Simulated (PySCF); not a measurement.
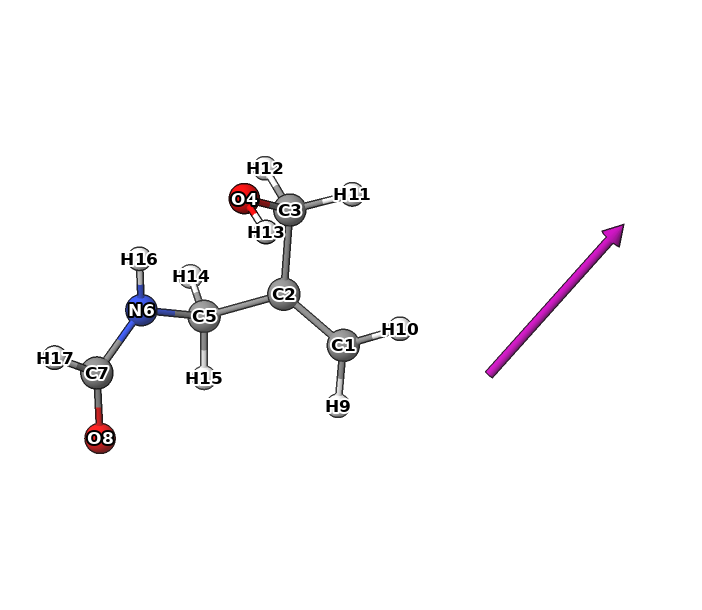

The arrow beside the molecule shows the direction of the dipole moment, from the negative to the positive end (its length means nothing). The geometry was computed by an optimisation with GFN2-xTB. No frequency run is at hand to confirm it as a minimum. Method: B3LYP/def2-SVPD, gas phase (PySCF 2.14.0).

How large is the dipole moment?

Answer. 3.95 D; it points from the side of O8 to the side of H11 (the outermost atoms at the two ends).
